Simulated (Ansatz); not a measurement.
Potential energy curve for MgH, doublet.

Methods: ROCCSD(T) = CCSD(T) on ROHF/cc-pVDZ, frozen core (Ansatz, a program for electronic structure); UCCSD(T) = Ansatz with CCSD(T) on UHF/cc-pVDZ, frozen core; UKS-BLYP = unrestricted BLYP/cc-pVDZ in Ansatz; UKS-PBE0 = unrestricted PBE0/cc-pVDZ (Ansatz); UKS-PBE = unrestricted PBE/cc-pVDZ in Ansatz; FCI = full CI/cc-pVDZ, frozen core (Ansatz).

Cost and accuracy over the 23 points of the scan, with FCI as yardstick. Costs are rough ratios of core time within Ansatz on shared cores, each with its mean field (Kohn-Sham runs search longer for lower solutions than correlated ones do); the miss is the largest error against full CI of the curve after the mean shift, in kcal/mol.

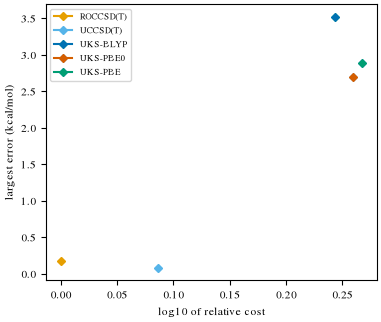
Fig. 1. Miss against cost, one point a level.

```csv
level,relative cost,largest error
ROCCSD(T),1,0.2
UCCSD(T),1,0.1
UKS-BLYP,2,3.5
UKS-PBE0,2,2.7
UKS-PBE,2,2.9
```

Costs within a factor of two of each other count as equal.

The T1 diagnostic of CCSD on the restricted reference of ROCCSD(T) exceeds 0.045 at 1.91 to 3.10 Å. The unrestricted determinant behind UCCSD(T) is spin-contaminated at 2.39 to 3.10 Å (<S²> up to 0.9, against 0.75 for a pure doublet).
